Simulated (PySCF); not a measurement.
# C2H7AlFN: electronic excitations at several levels of theory

How much do the electronic excitations of C2H7AlFN (`C[N](C)[AlH][F]`) depend on the level of theory, and what does each level cost?

Programs: PySCF 2.14.0, with density-fitted response routines of our own. Each step states its level of theory. These are calculated values for one molecule in the gas phase, unless marked as measured. Atoms are numbered from 0 throughout.

### 1 The molecule as given

12 atoms, charge 0, multiplicity 1; geometry from: GFN2-xTB. The atoms were then displaced at random by about 0.01 Å, so the start is not that level's minimum.

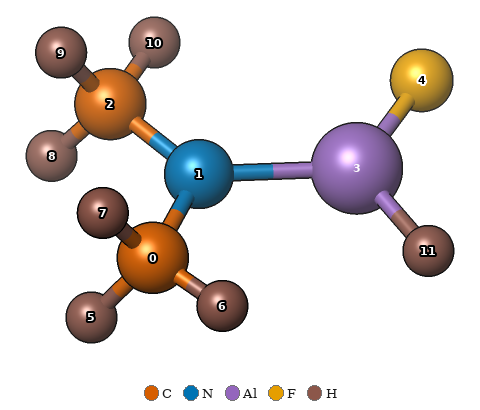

As it starts; carbon orange, nitrogen blue, aluminium purple, fluorine amber, hydrogen brown, atoms numbered.

### 2 Relaxing the molecule at PBE0-D3(BJ)/def2-SVP

What the job is given:

```
{"job": {"xc": "PBE0", "basis": "def2-SVP", "d3": "d3bj", "grid": 1, "shake": 0.01, "kind": "geom"}, "charge": 0, "multiplicity": 1}
C     -0.833970    -1.113390    -0.003090
N      0.049960     0.036390    -0.004880
C     -0.644750     1.320690     0.030750
Al     1.851290    -0.276560    -0.050160
F      2.965350     0.893060    -0.060660
H     -1.519770    -1.056580    -0.882650
H     -0.256080    -2.008570    -0.040640
H     -1.460820    -1.096310     0.889510
H     -1.277810     1.458240    -0.813530
H     -1.242790     1.410820     0.951970
H      0.111350     2.117550     0.051800
H      2.297730    -1.713610    -0.077460
```

Run with:

```console
$ OMP_NUM_THREADS=1 python probes_run.py task.json out
```

The driver reads the jobs from task.json and runs them one after another.

Standard output:

```text
step   0  E = -476.90882912  max force = 0.051763
step   1  E = -476.91645681  max force = 0.008741
step   2  E = -476.91741239  max force = 0.004150
step   3  E = -476.91763524  max force = 0.002626
step   4  E = -476.91771004  max force = 0.001610
step   5  E = -476.91776399  max force = 0.001452
step   6  E = -476.91780513  max force = 0.001210
step   7  E = -476.91782031  max force = 0.000743
step   8  E = -476.91783203  max force = 0.000629
step   9  E = -476.91784558  max force = 0.001144
step  10  E = -476.91785742  max force = 0.001085
step  11  E = -476.91786992  max force = 0.000495
step  12  E = -476.91788245  max force = 0.000637
step  13  E = -476.91789416  max force = 0.000943
step  14  E = -476.91790349  max force = 0.000658
step  15  E = -476.91790760  max force = 0.000166
optimisation converged
```

Wall time 64 s (1 thread of Arm Neoverse V1, shared host); peak memory 0.45 GiB.

The steps of the relaxation:

| step | energy from step 0 (eV) | largest force component (eV/Å) |
| --- | --- | --- |
| 0 | 0.0000 | 2.6618 |
| 1 | -0.2076 | 0.4495 |
| 2 | -0.2336 | 0.2134 |
| 3 | -0.2396 | 0.1350 |
| 4 | -0.2417 | 0.0828 |
| 5 | -0.2431 | 0.0747 |
| 6 | -0.2442 | 0.0622 |
| 7 | -0.2447 | 0.0382 |
| 8 | -0.2450 | 0.0323 |
| 9 | -0.2454 | 0.0588 |
| 10 | -0.2457 | 0.0558 |
| 11 | -0.2460 | 0.0255 |
| 12 | -0.2464 | 0.0328 |
| 13 | -0.2467 | 0.0485 |
| 14 | -0.2469 | 0.0338 |
| 15 | -0.2470 | 0.0085 |

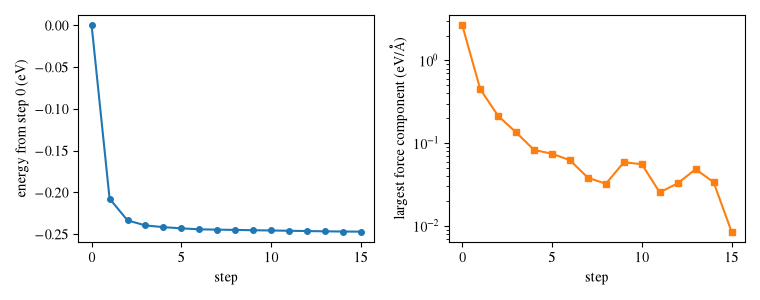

Energy and largest force along the relaxation.

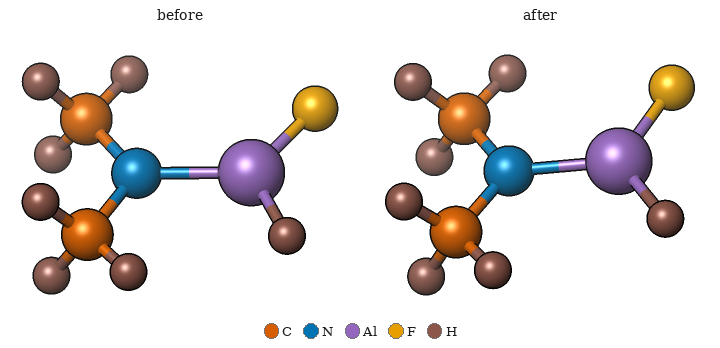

The geometry before (left) and after (right).

Distances of close pairs at the start and the end, largest changes first:

| bond | before (Å) | after (Å) | change (Å) |
| --- | --- | --- | --- |
| Al3–H11 | 1.505 | 1.573 | +0.068 |
| N1–Al3 | 1.829 | 1.772 | -0.057 |
| Al3–F4 | 1.615 | 1.667 | +0.052 |
| C2–H8 | 1.064 | 1.108 | +0.044 |
| C0–H6 | 1.066 | 1.102 | +0.036 |
| N1–C2 | 1.461 | 1.443 | -0.018 |
| C0–H7 | 1.091 | 1.108 | +0.017 |
| C0–N1 | 1.450 | 1.441 | -0.009 |

The final coordinates are the input of the step that follows.

| at the end point | value |
| --- | --- |
| point group (found at 0.08 Å tolerance) | Cs |
| rotational constants (GHz, main isotopes) | 7.202, 2.530, 1.918 |
| dipole moment (D) | 1.96 |

### 3 Excited states and response: PBE0/def2-TZVP

What the job is given:

```
{"job": {"kind": "uv", "xc": "PBE0", "basis": "def2-TZVP"}, "charge": 0, "multiplicity": 1}
C     -0.882022    -1.104792    -0.048838
N      0.062389    -0.017348     0.001573
C     -0.553218     1.286493    -0.049372
Al     1.811453    -0.274670     0.122188
F      2.775978     1.084903     0.162017
H     -1.481100    -1.089791    -0.980757
H     -0.366253    -2.077829    -0.004899
H     -1.598297    -1.071849     0.795920
H     -1.140920     1.428091    -0.977740
H     -1.246272     1.448364     0.799778
H      0.209961     2.078473    -0.012755
H      2.445508    -1.713031     0.186678
```

Method: TDDFT PBE0/def2-TZVP, vertical, gas phase, core orbitals frozen in the response.

Standard output:

```text
coarse grid: 10288 points
cycle   1  E = -477.1847101014  dE =  1.792e-01  |g| = 6.994e-01  |ddm| = 2.481e+00
cycle   2  E = -477.0365924720  dE =  1.481e-01  |g| = 1.190e+00  |ddm| = 1.021e+00
cycle   3  E = -477.2749262827  dE = -2.383e-01  |g| = 4.927e-02  |ddm| = 6.358e-01
cycle   4  E = -477.2752904546  dE = -3.642e-04  |g| = 2.735e-02  |ddm| = 4.462e-02
cycle   5  E = -477.2754467461  dE = -1.563e-04  |g| = 6.544e-03  |ddm| = 1.817e-02
cycle   6  E = -477.2754560438  dE = -9.298e-06  |g| = 2.297e-03  |ddm| = 5.194e-03
final grid: 94512 points
cycle   7  E = -477.2711341512  dE = -5.041e-05  |g| = 9.245e-03  |ddm| = 3.670e-02
cycle   8  E = -477.2711069966  dE =  2.715e-05  |g| = 1.429e-02  |ddm| = 1.511e-02
cycle   9  E = -477.2711536061  dE = -4.661e-05  |g| = 1.465e-03  |ddm| = 9.370e-03
cycle  10  E = -477.2711540259  dE = -4.198e-07  |g| = 2.257e-04  |ddm| = 7.971e-04
cycle  11  E = -477.2711540365  dE = -1.068e-08  |g| = 4.410e-05  |ddm| = 1.404e-04
cycle  12  E = -477.2711540369  dE = -3.523e-10  |g| = 2.085e-05  |ddm| = 3.445e-05
converged SCF energy = -477.2711540369

Static polarisability (au): isotropic 58.386, principal 48.848 57.859 68.450

Singlet excitations
state   eV       nm        f      main configurations
  1   5.3065    233.6   0.12796   H->L 0.98
  2   5.4163    228.9   0.01975   H->L+1 0.98
  3   6.2623    198.0   0.00595   H->L+2 0.98
  4   7.0450    176.0   0.04714   H->L+3 0.96
  5   7.3748    168.1   0.04454   H-1->L 0.96
  6   7.8698    157.5   0.00507   H->L+4 0.97
  7   8.0099    154.8   0.00036   H->L+5 0.98
  8   8.2447    150.4   0.13015   H-1->L+1 0.85, H->L+6 0.09
  9   8.4976    145.9   0.08013   H-2->L 0.96
 10   8.5886    144.4   0.08402   H->L+6 0.84

Triplet excitations (Tamm-Dancoff, eV): 4.4101 5.0354 6.1416 6.6947
```

Run time: 25 s. Hardware: 1 thread of Arm Neoverse V1, shared host; peak memory 0.83 GiB.

Frontier orbitals and where they lie:

| orbital | eV | atoms |
| --- | --- | --- |
| HOMO−3 | -10.41 | C2 29 %, C0 23 %, H10 15 % |
| HOMO−2 | -10.10 | Al3 19 %, H11 18 %, C0 15 % |
| HOMO−1 | -9.13 | H11 31 %, Al3 27 %, N1 19 % |
| HOMO | -6.60 | N1 51 %, Al3 15 %, C0 9 % |
| LUMO | -0.34 | Al3 84 %, N1 7 % |
| LUMO+1 | 0.19 | Al3 72 %, H11 5 %, N1 5 % |
| LUMO+2 | 0.97 | Al3 49 %, H6 10 %, H7 9 % |

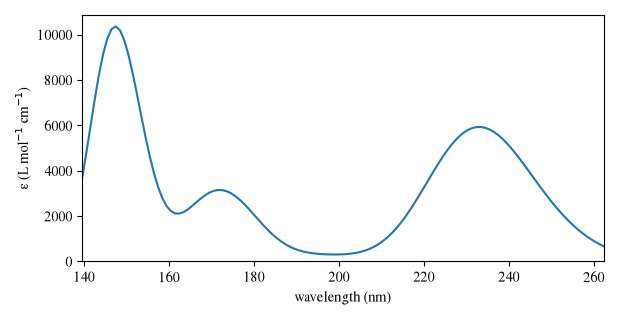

Absorption spectrum: each of the 10 states is a Gaussian band of 0.4 eV half-width at 1/e. Beyond the last state computed it falls off for lack of states.

Ground-state properties from the same run:

| property | computed |
| --- | --- |
| dipole moment (D) | 1.93 |
| polarisability (Å³) | 8.65 |
| HOMO–LUMO gap (eV) | 6.26 |
| −ε(HOMO) (eV) | 6.60 |

### 4 Excited states and response: PBE0/aug-cc-pVDZ

Settings changed since step 3:

```diff
@@ -1,2 +1,2 @@
-{"job": {"kind": "uv", "xc": "PBE0", "basis": "def2-TZVP"}, "charge": 0, "multiplicity": 1}
+{"job": {"kind": "uv", "xc": "PBE0", "basis": "aug-cc-pVDZ"}, "charge": 0, "multiplicity": 1}
 C     -0.882022    -1.104792    -0.048838
```

With the program's defaults for keys left out, this is: TDDFT PBE0/aug-cc-pVDZ, vertical, gas phase, core orbitals frozen in the response.

Standard output:

```text
coarse grid: 10288 points
cycle   1  E = -477.0943850322  dE =  2.150e-01  |g| = 6.437e-01  |ddm| = 7.295e+00
cycle   2  E = -476.9593777155  dE =  1.350e-01  |g| = 1.089e+00  |ddm| = 2.414e+00
cycle   3  E = -477.1775908165  dE = -2.182e-01  |g| = 4.436e-02  |ddm| = 1.328e+00
cycle   4  E = -477.1779328884  dE = -3.421e-04  |g| = 2.366e-02  |ddm| = 1.316e-01
cycle   5  E = -477.1780607263  dE = -1.278e-04  |g| = 4.652e-03  |ddm| = 4.942e-02
cycle   6  E = -477.1780655646  dE = -4.838e-06  |g| = 9.670e-04  |ddm| = 8.273e-03
final grid: 94512 points
cycle   7  E = -477.1881587412  dE = -2.338e-05  |g| = 6.333e-03  |ddm| = 1.394e-01
cycle   8  E = -477.1881518268  dE =  6.914e-06  |g| = 8.195e-03  |ddm| = 2.813e-02
cycle   9  E = -477.1881688452  dE = -1.702e-05  |g| = 1.336e-03  |ddm| = 1.436e-02
cycle  10  E = -477.1881692164  dE = -3.711e-07  |g| = 1.478e-04  |ddm| = 1.889e-03
cycle  11  E = -477.1881692209  dE = -4.500e-09  |g| = 3.127e-05  |ddm| = 3.255e-04
cycle  12  E = -477.1881692211  dE = -2.586e-10  |g| = 6.739e-06  |ddm| = 9.159e-05
converged SCF energy = -477.1881692211

Static polarisability (au): isotropic 61.925, principal 51.611 61.815 72.348

Singlet excitations
state   eV       nm        f      main configurations
  1   5.1228    242.0   0.11140   H->L 0.91
  2   5.1397    241.2   0.01702   H->L+1 0.89
  3   5.6149    220.8   0.02554   H->L+2 0.97
  4   6.0795    203.9   0.02523   H->L+3 0.64, H->L+4 0.31
  5   6.3868    194.1   0.00007   H->L+4 0.59, H->L+3 0.33
  6   6.5805    188.4   0.00230   H->L+5 0.97
  7   6.6912    185.3   0.00534   H->L+6 0.86, H->L+7 0.09
  8   6.8428    181.2   0.00025   H->L+7 0.79, H->L+10 0.08
  9   7.1065    174.5   0.04010   H->L+8 0.95
 10   7.1922    172.4   0.02223   H->L+9 0.96

Triplet excitations (Tamm-Dancoff, eV): 4.2815 4.8478 5.5071 5.9354
```

Run time: 21 s. Hardware: 1 thread of Arm Neoverse V1, shared host; peak memory 0.8 GiB.

In short: HOMO -6.61 eV, LUMO -0.57 eV; lowest singlet 5.12 eV.

### 5 Ultraviolet spectrum: PBE0/def2-TZVPD

Settings changed since step 4:

```diff
@@ -1,2 +1,2 @@
-{"job": {"kind": "uv", "xc": "PBE0", "basis": "aug-cc-pVDZ"}, "charge": 0, "multiplicity": 1}
+{"job": {"kind": "uv", "xc": "PBE0", "basis": "def2-TZVPD"}, "charge": 0, "multiplicity": 1}
 C     -0.882022    -1.104792    -0.048838
```

Method: TDDFT PBE0/def2-TZVPD, vertical, gas phase, core orbitals frozen in the response.

Standard output:

```text
coarse grid: 10288 points
cycle   1  E = -477.1860859107  dE =  1.800e-01  |g| = 7.004e-01  |ddm| = 3.144e+00
cycle   2  E = -477.0319796269  dE =  1.541e-01  |g| = 1.205e+00  |ddm| = 1.573e+00
cycle   3  E = -477.2764885877  dE = -2.445e-01  |g| = 5.076e-02  |ddm| = 8.449e-01
cycle   4  E = -477.2768630989  dE = -3.745e-04  |g| = 2.875e-02  |ddm| = 6.488e-02
cycle   5  E = -477.2770345994  dE = -1.715e-04  |g| = 7.526e-03  |ddm| = 3.455e-02
cycle   6  E = -477.2770462861  dE = -1.169e-05  |g| = 3.027e-03  |ddm| = 9.608e-03
cycle   7  E = -477.2770479819  dE = -1.696e-06  |g| = 6.787e-04  |ddm| = 2.503e-03
final grid: 94512 points
cycle   8  E = -477.2727460347  dE = -6.053e-05  |g| = 6.771e-03  |ddm| = 1.657e-01
cycle   9  E = -477.2727389389  dE =  7.096e-06  |g| = 8.527e-03  |ddm| = 1.713e-02
cycle  10  E = -477.2727564970  dE = -1.756e-05  |g| = 1.343e-03  |ddm| = 9.309e-03
cycle  11  E = -477.2727568546  dE = -3.576e-07  |g| = 2.759e-04  |ddm| = 1.080e-03
cycle  12  E = -477.2727568687  dE = -1.412e-08  |g| = 6.173e-05  |ddm| = 2.479e-04
cycle  13  E = -477.2727568693  dE = -5.778e-10  |g| = 2.961e-05  |ddm| = 6.763e-05
converged SCF energy = -477.2727568693

Static polarisability (au): isotropic 61.692, principal 51.806 61.712 71.558

Singlet excitations
state   eV       nm        f      main configurations
  1   5.1620    240.2   0.01390   H->L+1 0.97
  2   5.2409    236.6   0.12318   H->L 0.98
  3   5.8606    211.6   0.01848   H->L+2 0.98
  4   6.3852    194.2   0.02899   H->L+3 0.93
  5   6.7373    184.0   0.00629   H->L+4 0.93
  6   7.1074    174.4   0.00830   H->L+5 0.98
  7   7.3247    169.3   0.03662   H-1->L 0.98
  8   7.3416    168.9   0.00766   H->L+7 0.75, H->L+6 0.20
  9   7.3442    168.8   0.02879   H->L+6 0.79, H->L+7 0.19
 10   7.7362    160.3   0.00160   H->L+8 0.98

Triplet excitations (Tamm-Dancoff, eV): 4.3833 4.8603 5.7530 6.1715
```

It took 37 s on 1 thread of Arm Neoverse V1, shared host; peak memory 0.98 GiB.

In short: HOMO -6.62 eV, LUMO -0.43 eV; lowest singlet 5.16 eV.

### 6 TDDFT and polarisability: PBE0/6-31+G*

Settings changed since step 5:

```diff
@@ -1,2 +1,2 @@
-{"job": {"kind": "uv", "xc": "PBE0", "basis": "def2-TZVPD"}, "charge": 0, "multiplicity": 1}
+{"job": {"kind": "uv", "xc": "PBE0", "basis": "6-31+G*"}, "charge": 0, "multiplicity": 1}
 C     -0.882022    -1.104792    -0.048838
```

Level: TDDFT PBE0/6-31+G*, vertical, gas phase, core orbitals frozen in the response.

Standard output:

```text
coarse grid: 10288 points
cycle   1  E = -477.1092338953  dE =  1.898e-01  |g| = 6.329e-01  |ddm| = 2.992e+00
cycle   2  E = -476.9824898863  dE =  1.267e-01  |g| = 1.061e+00  |ddm| = 1.358e+00
cycle   3  E = -477.1899306061  dE = -2.074e-01  |g| = 4.376e-02  |ddm| = 8.158e-01
cycle   4  E = -477.1902492308  dE = -3.186e-04  |g| = 2.337e-02  |ddm| = 5.319e-02
cycle   5  E = -477.1903789675  dE = -1.297e-04  |g| = 4.383e-03  |ddm| = 2.155e-02
cycle   6  E = -477.1903833498  dE = -4.382e-06  |g| = 1.416e-03  |ddm| = 6.007e-03
final grid: 94512 points
cycle   7  E = -477.1558323531  dE = -1.001e-05  |g| = 8.960e-03  |ddm| = 2.922e-02
cycle   8  E = -477.1558065864  dE =  2.577e-05  |g| = 1.391e-02  |ddm| = 2.015e-02
cycle   9  E = -477.1558521628  dE = -4.558e-05  |g| = 1.420e-03  |ddm| = 1.252e-02
cycle  10  E = -477.1558525988  dE = -4.360e-07  |g| = 1.017e-04  |ddm| = 1.005e-03
cycle  11  E = -477.1558526010  dE = -2.177e-09  |g| = 3.002e-05  |ddm| = 1.584e-04
cycle  12  E = -477.1558526012  dE = -1.619e-10  |g| = 1.450e-05  |ddm| = 4.796e-05
converged SCF energy = -477.1558526012

Static polarisability (au): isotropic 55.734, principal 46.184 54.652 66.366

Singlet excitations
state   eV       nm        f      main configurations
  1   5.2176    237.6   0.12507   H->L 0.97
  2   5.2539    236.0   0.01805   H->L+1 0.96
  3   5.8820    210.8   0.01617   H->L+2 0.98
  4   6.4029    193.6   0.03083   H->L+3 0.85, H->L+4 0.11
  5   6.7308    184.2   0.00400   H->L+4 0.82, H->L+3 0.12
  6   7.0938    174.8   0.00595   H->L+5 0.98
  7   7.2360    171.3   0.00053   H->L+7 0.91
  8   7.2463    171.1   0.00265   H->L+6 0.94
  9   7.3566    168.5   0.02948   H-1->L 0.97
 10   7.8157    158.6   0.02143   H->L+8 0.66, H->L+10 0.33

Triplet excitations (Tamm-Dancoff, eV): 4.3532 4.9277 5.7787 6.2070
```

It took 10 s on 1 thread of Arm Neoverse V1, shared host; peak memory 0.58 GiB.

In short: HOMO -6.62 eV, LUMO -0.48 eV; lowest singlet 5.22 eV.

### 7 Side by side: electronic excitations

Excitations and ground-state properties, with basis size and wall time:

| run | lowest singlet (eV) | brightest (eV) | f | gap (eV) | α (Å³) | μ (D) | functions | time |
| --- | --- | --- | --- | --- | --- | --- | --- | --- |
| PBE0/def2-TZVP | 5.31 | 8.24 | 0.130 | 6.26 | 8.65 | 1.93 | 203 | 25 s |
| PBE0/aug-cc-pVDZ | 5.12 | 5.12 | 0.111 | 6.03 | 9.18 | 2.01 | 182 | 21 s |
| PBE0/def2-TZVPD | 5.16 | 5.24 | 0.123 | 6.19 | 9.14 | 1.96 | 257 | 37 s |
| PBE0/6-31+G* | 5.22 | 5.22 | 0.125 | 6.14 | 8.26 | 2.08 | 108 | 10 s |

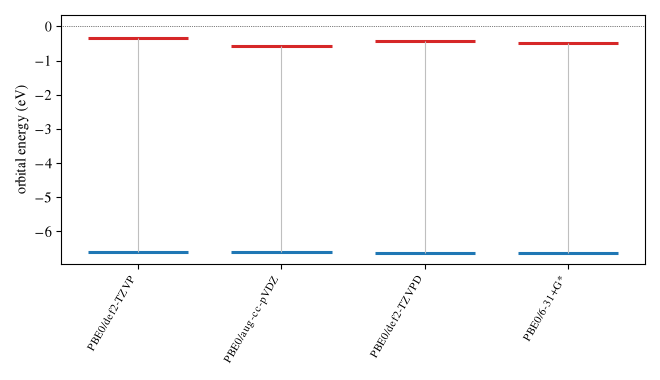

HOMO (blue) and LUMO (red) run by run.

### 8 What came out

| quantity | value |
| --- | --- |
| point group | Cs |
| rotational constants (main isotopes) | 7.20, 2.53, 1.92 GHz |
| lowest singlet (PBE0/def2-TZVP) | 5.31 eV (234 nm), f = 0.128 |
| brightest single state of those computed | state 8, 8.24 eV, f = 0.130 |
| lowest triplet | 4.41 eV |
| range of the lowest singlet | 5.12 to 5.31 eV |

What this shows: Single values in the summary come from the first run of each kind that ended normally (PBE0/def2-TZVP), which need not be the best level. The optimisation took 15 steps and gained 0.247 eV; among the close pairs (by a distance rule), Al3–H11 changed most, from 1.505 to 1.573 Å. The first singlet state (HOMO→LUMO 0.98) lies at 5.31 eV and is bright; of the 10 states computed, the strongest absorption comes from state 8 at 8.24 eV (the last state computed is bright too, and its partners may lie past the list). The lowest triplet lies 0.90 eV below the lowest singlet (triplets in Tamm-Dancoff, singlets in full TDDFT). States above −ε(HOMO) lie where TDDFT describes them poorly and they hang on the basis; the brightest is among them. The basis of PBE0/def2-TZVP has no diffuse functions, so Rydberg states are missing and the high states are unreliable. The lowest singlet runs from 5.12 eV (PBE0/aug-cc-pVDZ) to 5.31 eV (PBE0/def2-TZVP), while the orbital gap spans 6.03 to 6.26 eV. The lowest state need not be the same one in every run. The runs solved for a few states only, so the brightest column depends on that window.
